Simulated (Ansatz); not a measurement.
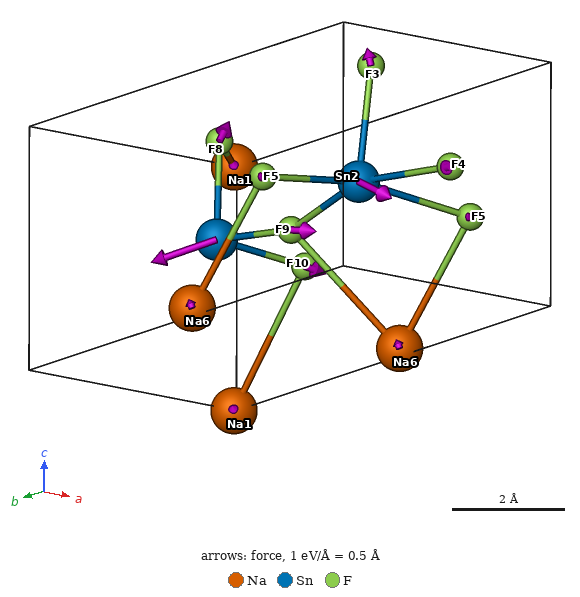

Starting geometry of solid NaSnF3 (built on the cubic perovskite type) with the computed forces as purple arrows. A ball-and-stick model of the cell of the calculation, seen from a free direction.

Case: shaken.

Level of theory: DFT, PBEsol, plane waves, PAW in Ansatz. (plane-wave cutoff 420 eV; k-point mesh 4 × 2 × 4; occupations fermi dirac; smearing width 0.05 eV; no spin polarisation; cell and atoms relaxed; force threshold 0.01 eV/Å; at most 120 steps)

Question: Is this structure relaxed? If not, where do the atoms go?

Answer: It isn't relaxed: the largest force vector, on a Sn atom, is 2.55 eV/Å. The final displacements have little in common with the starting forces (cosine between the two patterns 0.16). The largest moves relative to the cell, 1.59 Å, are those of F atoms. By element the largest moves are F 1.59 Å, Na 0.76 Å, Sn 0.58 Å. The volume changes by −12.0 %, with a 4.613 → 4.408 Å (−4.4 %), b 9.203 → 8.737 Å (−5.1 %), c 4.543 → 4.407 Å (−3.0 %), α 89.6° → 90.0°, β 89.9° → 91.4°, γ 91.7° → 90.0°. Among the contacts that change: F–Sn 2.102 → 3.464 Å, F–Sn 2.098 → 3.397 Å, F–Na 3.533 → 2.275 Å, F–Na 3.158 → 4.357 Å. New bonds form: F–Na (3.10 → 2.33 Å), F–Na (3.16 → 2.27 Å), F–Na (3.20 → 2.33 Å), F–Na (3.23 → 2.36 Å). Bonds break: F–Sn (2.10 → 3.40 Å), F–Sn (2.10 → 3.46 Å). Bond angles that change, for instance: F–Sn–F 96.6° → 77.2°, F–Sn–F 163.9° → 144.7°, Sn–F–Sn 163.9° → 144.7°. The space group (tolerance 0.01 Å) goes from P1 (No. 1) to Ama2 (No. 40). Over 24 accepted moves (27 points after the start) the energy falls by 303 meV per atom. The largest force component goes from 1.9 to 0.00051 eV/Å. The pressure goes from 1.95 to −0.01 GPa. The SCF was repeated 3 times at an unchanged geometry on a basis and grid sized afresh for the cell, which shifted the energy by 2.9 meV per atom at most.
